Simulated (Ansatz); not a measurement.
# One shape, several levels: CH5Al (SMILES [CH3][AlH2])

We compute a comparison of 6 runs (B2PLYP/STO-3G, BHLYP/STO-3G, BLYP/STO-3G, PBE/STO-3G, r2SCAN/STO-3G, UMP2/STO-3G) of CH5Al. 

The results are computed with Ansatz 0.2.0.

43 further runs of the same task are left out: 1 that didn't finish, 42 set aside as unsound or not needed.

## (1) Starting point

CH5Al: 7 atoms, total charge 0, spin state singlet. As SMILES, `[CH3][AlH2]`. The H4–C1 distance was set to 1.371 Å, away from the relaxed value.

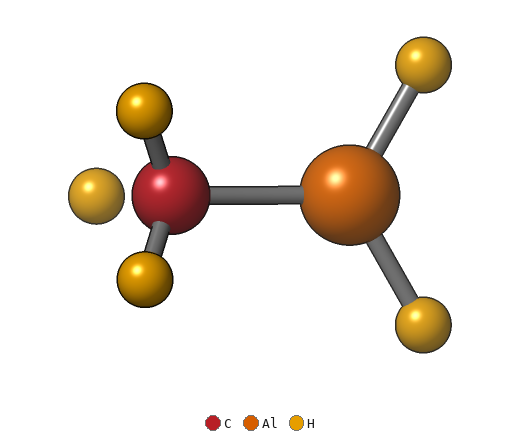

The structure, seen from a chosen angle (carbon red, aluminium orange, hydrogen amber).

## (2) A single-point energy at B2PLYP/STO-3G (run 1)

File job.yaml:

```yaml
crystal:
  periodic: [false, false, false]
  atoms:
    - {symbol: C, position_ang: [-0.277016, -0.792905, -0.164815]}
    - {symbol: Al, position_ang: [0.734384, 0.680995, 0.615385]}
    - {symbol: H, position_ang: [-0.891616, -1.316905, 0.571485]}
    - {symbol: H, position_ang: [-1.134400, -0.306400, -1.118200]}
    - {symbol: H, position_ang: [0.364884, -1.522805, -0.664915]}
    - {symbol: H, position_ang: [0.187484, 1.451995, 1.894085]}
    - {symbol: H, position_ang: [2.106284, 1.154295, -0.034715]}
basis:
  gaussian: {orbitals: STO-3G}
hamiltonian: {xc: {name: B2PLYP}}
correlation: {frozen_orbitals: {Al: 5, C: 1, H: 0}}
accuracy: high
```

Command:

```
ansatz run job.yaml --threads 1 --pin off --max-ram 2610MiB --events-out events.jsonl --progress --plain --runs-dir runs
```

The program printed:

```text
Warning: RAYON_NUM_THREADS=1 ignored (pool sized by the plan → 1); use --threads N
Functional definition: B2PLYP
  name "B2PLYP"
  parameter a = 0.53
  parameter c = 0.27
  exchange = (1 - a)*b88_x + a*exact_x
  correlation = (1 - c)*lyp_c + c*(mp2_os + mp2_ss)
335 factors; integrals over basis functions are off by at most 2.5e-8 eV
mean field evaluation 1: about -7614.2382 eV, gradient 1.4e1 eV
mean field evaluation 2: about -7614.2103 eV, gradient 1.4e1 eV
mean field evaluation 4: about -7614.9722 eV, gradient 9.0e-1 eV
mean field evaluation 8: about -7614.9739 eV, gradient 1.2e-3 eV
mean field evaluation 16: about -7614.9739 eV, gradient 3.3e-8 eV
mean field -7614.97385409 eV, -279.8451275233 hartree, gradient 3.3e-8 eV, S^2 0.000000; 0 other end points of the search recorded, 0 dependent functions left out
6 core orbitals not correlated: weight in the atoms' cores, before any rotation towards them, 0.999 or more for the frozen orbitals, at most 0.000 for the correlated occupied ones
reference -7614.97387326 eV, -279.8451282275 hartree; 6, 6 occupied and 7, 7 virtual orbitals, 335 factors
second order -3.29772700 eV of doubles, -0.00000000 eV of singles
Total energy: -7615.86425955 eV, -279.8778493202 hartree
```

Wall time 1.7 s (1 thread of Arm Neoverse V1, shared host); peak memory 0.1 GiB.

## (3) The energy at BHLYP/STO-3G (run 2)

File in.yaml:

```yaml
basis:
  gaussian:
    orbitals: STO-3G
crystal:
  periodic: [false, false, false]
  atoms:
    - {symbol: C, position_ang: [-0.277016, -0.792905, -0.164815]}
    - {symbol: Al, position_ang: [0.734384, 0.680995, 0.615385]}
    - {symbol: H, position_ang: [-0.891616, -1.316905, 0.571485]}
    - {symbol: H, position_ang: [-1.134400, -0.306400, -1.118200]}
    - {symbol: H, position_ang: [0.364884, -1.522805, -0.664915]}
    - {symbol: H, position_ang: [0.187484, 1.451995, 1.894085]}
    - {symbol: H, position_ang: [2.106284, 1.154295, -0.034715]}
total_charge: 0
hamiltonian:
  xc: {name: BHLYP}
accuracy: high
```

Command:

```
ansatz run in.yaml --threads 1 --pin off --max-ram 2610MiB --events-out events.jsonl --progress --plain --runs-dir runs
```

The program printed:

```text
Warning: RAYON_NUM_THREADS=1 ignored (pool sized by the plan → 1); use --threads N
Functional definition: BHLYP
  name "BHLYP"
  parameter a = 0.5
[... 1 set-up line as earlier in the session ...]
  correlation = lyp_c
335 factors; integrals over basis functions are off by at most 2.5e-8 eV
mean field evaluation 1: about -7620.2754 eV, gradient 1.5e1 eV
mean field evaluation 2: about -7620.9741 eV, gradient 5.4e0 eV
mean field evaluation 4: about -7621.0671 eV, gradient 3.5e-1 eV
mean field evaluation 8: about -7621.0247 eV, gradient 1.2e-3 eV
mean field -7621.02465838 eV, -280.0674904795 hartree, gradient 3.6e-8 eV, S^2 0.000000; 0 other end points of the search recorded, 0 dependent functions left out
reference -7621.02467884 eV, -280.0674912312 hartree; 12, 12 occupied and 7, 7 virtual orbitals, 335 factors
Total energy: -7621.02467884 eV, -280.0674912312 hartree
```

Wall time 1.1 s (1 thread of Arm Neoverse V1, shared host); peak memory 0.098 GiB.

## (4) The energy at BLYP/STO-3G (run 3)

File molecule.yaml:

```yaml
crystal:
  periodic: [false, false, false]
  atoms:
    - symbol: C
      position_ang: [-0.277016, -0.792905, -0.164815]
    - symbol: Al
      position_ang: [0.734384, 0.680995, 0.615385]
    - symbol: H
      position_ang: [-0.891616, -1.316905, 0.571485]
    - symbol: H
      position_ang: [-1.134400, -0.306400, -1.118200]
    - symbol: H
      position_ang: [0.364884, -1.522805, -0.664915]
    - symbol: H
      position_ang: [0.187484, 1.451995, 1.894085]
    - symbol: H
      position_ang: [2.106284, 1.154295, -0.034715]
basis:
  gaussian:
    orbitals: STO-3G
accuracy: high
hamiltonian:
  xc: {name: BLYP}
```

Command:

```
ansatz run molecule.yaml --threads 1 --pin off --max-ram 2610MiB --events-out events.jsonl --progress --plain --runs-dir runs
```

The program printed:

```text
Warning: RAYON_NUM_THREADS=1 ignored (pool sized by the plan → 1); use --threads N
Functional definition: BLYP
  name "BLYP"
  parameter beta = 0.0042
  parameter a = 0.04918
  parameter b = 0.132
  parameter c = 0.2533
  parameter d = 0.349
  exchange = b88_x(beta = beta)
  correlation = lyp_c(a = a, b = b, c = c, d = d)
335 factors; integrals over basis functions are off by at most 2.5e-8 eV
mean field evaluation 1: about -7618.3210 eV, gradient 2.4e1 eV
mean field evaluation 2: about -7618.4432 eV, gradient 2.3e1 eV
mean field evaluation 4: about -7620.2462 eV, gradient 7.1e-1 eV
mean field evaluation 8: about -7620.1519 eV, gradient 1.0e-2 eV
mean field evaluation 16: about -7620.1519 eV, gradient 6.1e-9 eV
mean field -7620.15190702 eV, -280.0354174585 hartree, gradient 7.4e-9 eV, S^2 0.000000; 0 other end points of the search recorded, 0 dependent functions left out
reference -7620.15194775 eV, -280.0354189554 hartree; 12, 12 occupied and 7, 7 virtual orbitals, 335 factors
Total energy: -7620.15194775 eV, -280.0354189554 hartree
```

Run time: 1.4 s. Hardware: 1 thread of Arm Neoverse V1, shared host; peak memory 0.097 GiB.

Runs 4 to 5 aren't shown in full; the table further down has their settings and results.

## (5) The energy at UMP2/STO-3G (run 6)

File molecule.yaml:

```yaml
crystal:
  periodic: [false, false, false]
  atoms:
    - {symbol: C, position_ang: [-0.277016, -0.792905, -0.164815]}
    - {symbol: Al, position_ang: [0.734384, 0.680995, 0.615385]}
    - {symbol: H, position_ang: [-0.891616, -1.316905, 0.571485]}
    - {symbol: H, position_ang: [-1.134400, -0.306400, -1.118200]}
    - {symbol: H, position_ang: [0.364884, -1.522805, -0.664915]}
    - {symbol: H, position_ang: [0.187484, 1.451995, 1.894085]}
    - {symbol: H, position_ang: [2.106284, 1.154295, -0.034715]}
basis:
  gaussian:
    orbitals: STO-3G
magnetization:
  spin_polarized: true
correlation:
  method: mp2
  frozen_orbitals: {Al: 5, C: 1, H: 0}
accuracy: high
```

Command:

```
ansatz run molecule.yaml --threads 1 --pin off --max-ram 2610MiB --events-out events.jsonl --progress --plain --runs-dir runs
```

The program printed:

```text
Warning: RAYON_NUM_THREADS=1 ignored (pool sized by the plan → 1); use --threads N
Functional definition: HF
  name "HF"
  exchange = exact_x
  correlation = 0
335 factors; integrals over basis functions are off by at most 2.5e-8 eV
mean field evaluation 1: about -7598.6046 eV, gradient 9.1e0 eV
mean field evaluation 2: about -7598.6294 eV, gradient 9.0e0 eV
mean field evaluation 4: about -7599.4084 eV, gradient 3.9e-1 eV
mean field evaluation 8: about -7599.4091 eV, gradient 1.5e-6 eV
mean field -7599.40910313 eV, -279.2731334755 hartree, gradient 5.8e-8 eV, S^2 0.000000; 0 other end points of the search recorded, 0 dependent functions left out
6 core orbitals not correlated: weight in the atoms' cores, before any rotation towards them, 0.999 or more for the frozen orbitals, at most 0.000 for the correlated occupied ones
reference -7599.40910313 eV, -279.2731334755 hartree; 6, 6 occupied and 7, 7 virtual orbitals, 335 factors
second order -2.57284186 eV of doubles, -0.00000000 eV of singles
Total energy: -7601.98194499 eV, -279.3676836701 hartree
```

Run time: 0.12 s. Hardware: 1 thread of Arm Neoverse V1, shared host.

## (6) Overview of the runs

| run | level | frozen core orbitals | energy (Eh) | wall time |
| --- | --- | --- | --- | --- |
| 1 | B2PLYP/STO-3G | 6 | -279.877849 | 1.7 s |
| 2 | BHLYP/STO-3G | – | -280.067491 | 1.1 s |
| 3 | BLYP/STO-3G | – | -280.035419 | 1.4 s |
| 4 | PBE/STO-3G | – | -279.879359 | 1.2 s |
| 5 | r2SCAN/STO-3G | – | -280.040125 | 3 s |
| 6 | UMP2/STO-3G | 6 | -279.367684 | 0.12 s |

## (7) Summary of results

```
                                          quantity          value
                               run 6: total energy  -279.36768 Eh
run 6: correlation energy (6 core orbitals frozen)      -94.6 mEh
```

In words: Totals of different functionals can't be ranked against each other. In runs 1, 2, 3, 4, 5, 6 the basis is minimal, so the values are rough. All runs together took 8.5 s, the longest 3 s.
